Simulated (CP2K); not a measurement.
**Si2H5OF (SMILES O[SiH](F)[SiH3]): revPBE-D3(BJ)/TZV2P-MOLOPT-PBE-GTH (core potential)**

Aim: the energy change on altering one bond length of Si2H5OF at revPBE-D3(BJ)/TZV2P-MOLOPT-PBE-GTH (core potential), from 2 runs. 

The calculation is run with CP2K 2026.2.

### Step 1. The molecule

Si2H5OF has 9 atoms, charge 0, and is taken as a singlet. As SMILES, `O[SiH](F)[SiH3]`. The coordinates come from a PBE0-D4/def2-TZVP relaxation. This is one conformer, not always the lowest.

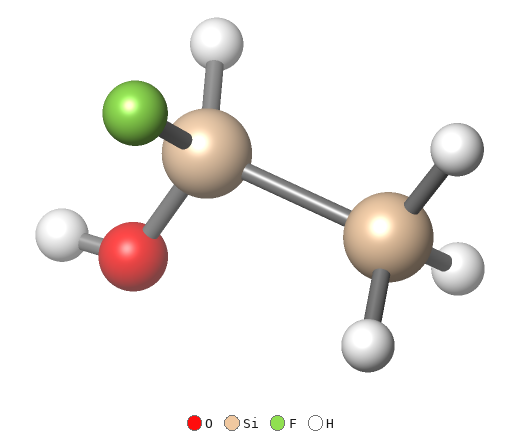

Viewed from a chosen angle; oxygen red, silicon light orange, fluorine green, hydrogen white.

### Step 2. The energy at revPBE-D3(BJ)/TZV2P-MOLOPT-PBE-GTH (core potential)

File molecule.inp:

```
&GLOBAL
  PROJECT_NAME molecule
  RUN_TYPE ENERGY
  PRINT_LEVEL MEDIUM
&END
&FORCE_EVAL
  METHOD QS
  &DFT
    BASIS_SET_FILE_NAME BASIS_MOLOPT_UZH
    POTENTIAL_FILE_NAME POTENTIAL_UZH
    # Quickstep
    &QS
      METHOD GPW
      EPS_DEFAULT 1.0E-10
    &END
    &MGRID
      CUTOFF 400
      REL_CUTOFF 50
      NGRIDS 4
    &END
    &POISSON
      PERIODIC NONE
      POISSON_SOLVER MULTIPOLE
    &END
    # self-consistent field
    &SCF
      SCF_GUESS ATOMIC
      EPS_SCF 1.0E-06
      MAX_SCF 30
      &OT
        MINIMIZER DIIS
        PRECONDITIONER FULL_ALL
      &END
      &OUTER_SCF
        EPS_SCF 1.0E-06
        MAX_SCF 5
      &END
    &END
    # exchange and correlation
    &XC
      &XC_FUNCTIONAL
        &PBE
          PARAMETRIZATION REVPBE
        &END
      &END
      &VDW_POTENTIAL
        POTENTIAL_TYPE PAIR_POTENTIAL
        &PAIR_POTENTIAL
          TYPE DFTD3(BJ)
          PARAMETER_FILE_NAME dftd3.dat
          REFERENCE_FUNCTIONAL revPBE
          R_CUTOFF 15
        &END
      &END
    &END
    # extra output
    &PRINT
      &MOMENTS
        PERIODIC F
        REFERENCE COM
        MAX_MOMENT 1
      &END
      &MO_CUBES
        NLUMO 3
        NHOMO -1
        WRITE_CUBE F
      &END
      &HIRSHFELD OFF
      &END
    &END
  &END
  &SUBSYS
    &CELL
      ABC 10.8 9.6 11.6
      PERIODIC NONE
    &END
    &COORD
      O     -0.392500    -0.610800     1.768100
      Si    -0.831500    -0.160600     0.257700
      F     -1.775600     1.133800     0.319400
      Si     1.135000     0.371100    -0.891700
      H     -1.050500    -1.005600     2.343000
      H     -1.664600    -1.215400    -0.380600
      H      0.798700     0.860600    -2.255200
      H      1.981700    -0.845200    -1.013900
      H      1.887800     1.425600    -0.163800
    &END
    &TOPOLOGY
      &CENTER_COORDINATES
      &END
    &END
    &KIND O
      BASIS_SET TZV2P-MOLOPT-PBE-GTH-q6
      POTENTIAL GTH-PBE-q6
    &END
    &KIND Si
      BASIS_SET TZV2P-MOLOPT-PBE-GTH-q4
      POTENTIAL GTH-PBE-q4
    &END
    &KIND F
      BASIS_SET TZV2P-MOLOPT-PBE-GTH-q7
      POTENTIAL GTH-PBE-q7
    &END
    &KIND H
      BASIS_SET TZV2P-MOLOPT-PBE-GTH-q1
      POTENTIAL GTH-PBE-q1
    &END
  &END
&END
```

Started as:

```
$ OMP_NUM_THREADS=1 cp2k.psmp molecule.inp > molecule.out
```

What it wrote:

```text
CP2K| version string:                                       CP2K version 2026.2
[...]
 GLOBAL| Method name                                                        CP2K
[...]
 GLOBAL| Run type                                                         ENERGY
[...]
 DFT| Spin restricted Kohn-Sham (RKS) calculation                            RKS
 DFT| Multiplicity                                                             1
[...]
 DFT| Charge                                                                   0
[...]
 FUNCTIONAL| PBE:
[...]
 QS| Method:                                                                 GPW
[...]
 QS| Density cutoff [a.u.]:                                                200.0
[...]
 QS| Relative density cutoff [a.u.]:                                        25.0
[...]
                             - Atoms:                                          9
[...]
                             - Spherical basis functions:                    186
[...]
 Number of electrons:                                                         26
[...]
     1 OT DIIS     0.15E+00    2.8     0.11499919       -49.0305809600 -4.90E+01
[...]
    24 OT DIIS     0.15E+00    3.1     0.00000093       -51.2503908038 -1.09E-10
  *** SCF run converged in    24 steps ***
[...]
  Overlap energy of the core charge distribution:               0.00000008048682
  Self energy of the core charge distribution:               -133.44325712588585
  Core Hamiltonian energy:                                     37.08995064098779
  Hartree energy:                                              57.61202082506765
  Exchange-correlation energy:                                -12.49406773651284
  Dispersion energy:                                           -0.01503748793547
  Total energy:                                               -51.25039080379191
[...]
                     Mulliken Population Analysis
 #  Atom  Element  Kind  Atomic population                           Net charge
       1     O        1          6.390887                             -0.390887
       2     Si       2          3.243568                              0.756432
       3     F        3          7.373629                             -0.373629
       4     Si       2          3.759651                              0.240349
       5     H        4          0.876455                              0.123545
       6     H        4          1.106786                             -0.106786
       7     H        4          1.087152                             -0.087152
       8     H        4          1.084337                             -0.084337
       9     H        4          1.077534                             -0.077534
 # Total charge                             26.000000                 -0.000000
[...]
  Dipole moment [Debye]
    X= -0.2653768E+00 Y= -0.1304954E+01 Z=  0.3509950E+00  Total=      1.3771445
[...]
 WARNING : did not converge in ot_eigensolver
 number of iterations          299  exceeded maximum
 current gradient / target gradient   3.7930553939340302E-004  /    1.0000000000000001E-005
[...]
 HOMO - LUMO gap [eV] :    6.003468
 ENERGY| Total FORCE_EVAL ( QS ) energy [hartree]            -51.250390803791909
[...]
```

Wall time 78 s (1 thread of Arm Neoverse N1, shared host); peak memory 0.94 GiB.

### Step 3. The distorted shape at the same level

File gas.inp:

```
&GLOBAL
    PROJECT gas
    RUN_TYPE ENERGY
    PRINT_LEVEL MEDIUM
&END GLOBAL

&FORCE_EVAL
    METHOD QS
    &DFT
        BASIS_SET_FILE_NAME BASIS_MOLOPT_UZH
        POTENTIAL_FILE_NAME POTENTIAL_UZH
        ! Quickstep
        &QS
            METHOD GPW
            EPS_DEFAULT 1.0E-10
        &END QS
        ! plane-wave cutoff in Ry
        &MGRID
            CUTOFF 400
            REL_CUTOFF 50
            NGRIDS 4
        &END MGRID
        ! cluster boundary conditions
        &POISSON
            PERIODIC NONE
            POISSON_SOLVER MULTIPOLE
        &END POISSON
        ! SCF settings
        &SCF
            SCF_GUESS ATOMIC
            EPS_SCF 1.0E-06
            MAX_SCF 30
            &OT
                MINIMIZER CG
                PRECONDITIONER FULL_SINGLE_INVERSE
            &END OT
            &OUTER_SCF
                EPS_SCF 1.0E-06
                MAX_SCF 5
            &END OUTER_SCF
        &END SCF
        &XC
            &XC_FUNCTIONAL
                &PBE
                    PARAMETRIZATION REVPBE
                &END PBE
            &END XC_FUNCTIONAL
            &VDW_POTENTIAL
                POTENTIAL_TYPE PAIR_POTENTIAL
                &PAIR_POTENTIAL
                    TYPE DFTD3(BJ)
                    PARAMETER_FILE_NAME dftd3.dat
                    REFERENCE_FUNCTIONAL revPBE
                    R_CUTOFF 15
                &END PAIR_POTENTIAL
            &END VDW_POTENTIAL
        &END XC
        &PRINT
            &MOMENTS
                PERIODIC F
                REFERENCE COM
                MAX_MOMENT 1
            &END MOMENTS
            &MO_CUBES
                NLUMO 5
                NHOMO -1
                WRITE_CUBE F
            &END MO_CUBES
            &HIRSHFELD OFF
            &END HIRSHFELD
        &END PRINT
    &END DFT
    ! atoms, cell and kinds
    &SUBSYS
        &CELL
            ABC 10.8 9.8 11.6
            PERIODIC NONE
        &END CELL
        &COORD
            O      4.894946     4.105021     7.524200
            Si     4.455946     4.555221     6.013800
            F      3.511846     5.849621     6.075500
            Si     6.422446     5.086921     4.864400
            H      4.236946     3.710221     8.099100
            H      3.622846     3.500421     5.375500
            H      6.086146     5.576421     3.500900
            H      7.269146     3.870621     4.742200
            H      7.288154     6.299579     5.701473
        &END COORD
        &KIND O
            BASIS_SET TZV2P-MOLOPT-PBE-GTH-q6
            POTENTIAL GTH-PBE-q6
        &END KIND
        &KIND Si
            BASIS_SET TZV2P-MOLOPT-PBE-GTH-q4
            POTENTIAL GTH-PBE-q4
        &END KIND
        &KIND F
            BASIS_SET TZV2P-MOLOPT-PBE-GTH-q7
            POTENTIAL GTH-PBE-q7
        &END KIND
        &KIND H
            BASIS_SET TZV2P-MOLOPT-PBE-GTH-q1
            POTENTIAL GTH-PBE-q1
        &END KIND
    &END SUBSYS
&END FORCE_EVAL
```

Started as:

```
$ OMP_NUM_THREADS=1 cp2k.psmp gas.inp > gas.out
```

What it wrote, shortened:

```text
CP2K| version string:                                       CP2K version 2026.2
[...]
 GLOBAL| Method name                                                        CP2K
[...]
 GLOBAL| Run type                                                         ENERGY
[...]
 DFT| Spin restricted Kohn-Sham (RKS) calculation                            RKS
 DFT| Multiplicity                                                             1
[...]
 DFT| Charge                                                                   0
[...]
 FUNCTIONAL| PBE:
[...]
 QS| Method:                                                                 GPW
[...]
 QS| Density cutoff [a.u.]:                                                200.0
[...]
 QS| Relative density cutoff [a.u.]:                                        25.0
[...]
                             - Atoms:                                          9
[...]
                             - Spherical basis functions:                    186
[...]
 Number of electrons:                                                         26
[...]
     1 OT CG       0.80E-01    2.8     0.10928777       -49.0485352452 -4.90E+01
[...]
    27 OT CG       0.72E-01    3.1     0.00000092       -51.2394646639 -3.34E-10
  *** SCF run converged in    27 steps ***
[...]
  Overlap energy of the core charge distribution:               0.00000007149685
  Self energy of the core charge distribution:               -133.44325712588585
  Core Hamiltonian energy:                                     36.98298394529557
  Hartree energy:                                              57.68786245911777
  Exchange-correlation energy:                                -12.45191490946500
  Dispersion energy:                                           -0.01513910443849
  Total energy:                                               -51.23946466387915
[...]
                     Mulliken Population Analysis
 #  Atom  Element  Kind  Atomic population                           Net charge
       1     O        1          6.389804                             -0.389804
       2     Si       2          3.236078                              0.763922
       3     F        3          7.372598                             -0.372598
[...]
  Dipole moment [Debye]
    X= -0.4353750E+00 Y= -0.1503683E+01 Z=  0.2456069E+00  Total=      1.5845931
[...]
 HOMO - LUMO gap [eV] :    5.814406
 ENERGY| Total FORCE_EVAL ( QS ) energy [hartree]            -51.239464663879154
[...]
```

It took 2.2 min on 1 thread of Arm Neoverse N1, shared host; peak memory 0.94 GiB.

### Step 4. What came out

Level: revPBE-D3(BJ)/TZV2P-MOLOPT-PBE-GTH (core potential).

| quantity | value |
| --- | --- |
| first shape: total energy | -51.25039 Eh |
| first shape: dipole moment | 1.38 D |
| first shape: HOMO energy | -7.05 eV |
| first shape: LUMO energy | -1.05 eV |
| first shape: HOMO–LUMO gap | 6.00 eV |
| first shape: dispersion energy | -39.48 kJ/mol |
| distorted shape: total energy | -51.23946 Eh |
| distorted shape: dipole moment | 1.58 D |
| distorted shape: HOMO energy | -7.09 eV |
| distorted shape: LUMO energy | -1.27 eV |
| distorted shape: HOMO–LUMO gap | 5.81 eV |
| distorted shape: dispersion energy | -39.75 kJ/mol |
| energy change with the Si4–H9 bond stretched from 1.486 to 1.709 Å | 0.297 eV |

In words: With the Si4–H9 bond stretched from 1.486 to 1.709 Å the energy rises by 0.30 eV (28.7 kJ/mol). The first shape isn't relaxed at this level, so the change isn't measured from a minimum.
